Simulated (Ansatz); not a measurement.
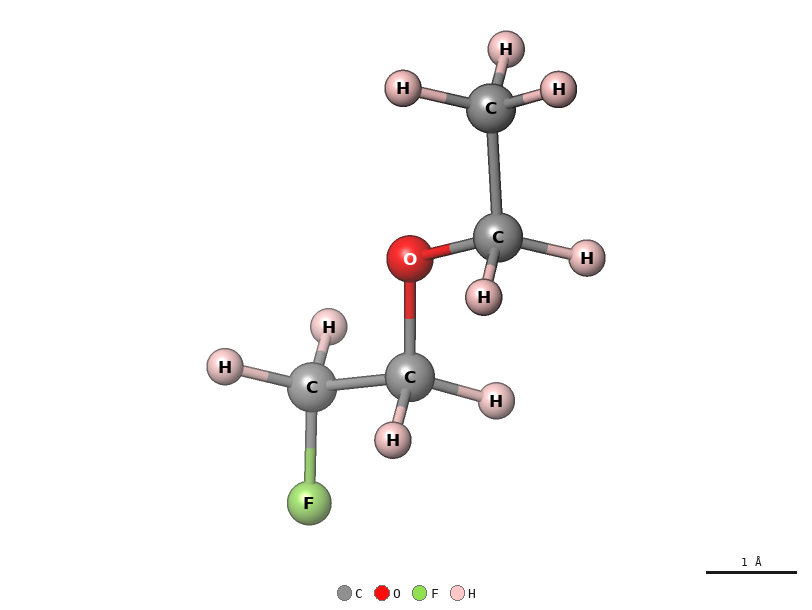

Atoms fade into the background with distance from the viewer. Computed geometry: PBE0-D4/def2-TZVP optimisation. Masses are those of the most abundant isotopes; constants are for the rigid equilibrium geometry.

Q: Classify the rotor and give the rotational constants (MHz).

A: An asymmetric top (Cs): A = 17493, B = 1256, C = 1207 MHz. Ray's parameter κ is −0.99, close to the prolate limit.
